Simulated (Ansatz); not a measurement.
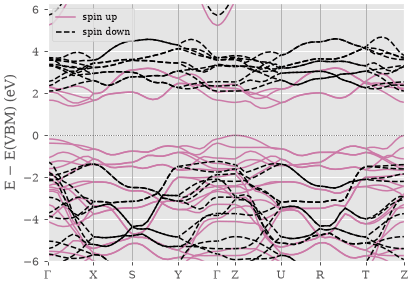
Figure. Band structure from DFT-r²SCAN+D4 in the program Ansatz with PAW potentials

Q: Read off the gap and where the band edges lie.

A: About 1.3 eV (1.28 eV by a search for the band edges); maximum at Z, minimum on the Z–U line, 61 % of the way from Z.

Q: Which of these materials gives this?
A) ZnSe, Pnma (Zn on 4c, Se on 4c)
B) LiV2O5, Pmmn (Pearson symbol oP16)
C) VClO, Pmmn (V on 2b, Cl on 2a, O on 2a)
D) CrBrO, Pmmn (Cr on 2a, Br on 2b, O on 2b)

A: D, CrBrO, Pmmn (Cr on 2a, Br on 2b, O on 2b)

The first step of the workflow began from a Materials Project structure, measured or hypothetical; the Crystallography Open Database files this formula in space group No. 59, but the cells were not matched. Its standing as an ambient phase is unchecked. The cell was relaxed with r²SCAN+D4 under the symmetry of its start; whether a distortion lowers the energy is not shown. Spin order of the final state: ferromagnetic, chosen from 2 collinear starts compared on coarse meshes (ties went to the first, and starts can fall back to one state), not a proven ground state. Other orbital occupations within this spin state were not tried. No Hubbard U is applied. Spin–orbit coupling is left out wherever it is not named.

Potentials: the later of the program's two PAW sets.
